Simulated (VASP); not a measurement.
Band structure of Ge₂Mo (space group I4/mcm). Method: PBE GGA, VASP's PBE PAW potentials (set 64) (plane waves; VASP).

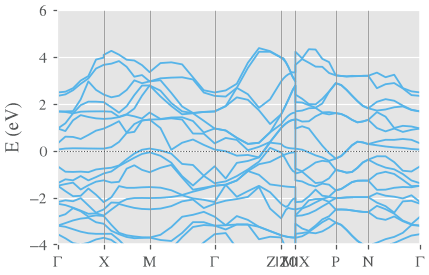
Bands along high-symmetry lines, zero at the valence-band maximum or, without a gap, the Fermi level

Q: Read the plot: is there a gap, and where are the band edges?

A: It has no gap at this level: it comes out as a metal or semimetal.

The structure was generated: Ge2Mo was put into an ordered model structure, which need not be its known phase. The cell was not relaxed at this level. The k-mesh is coarse (spacing up to 0.50 per Å, 2π included), so the numbers may not be converged in it.
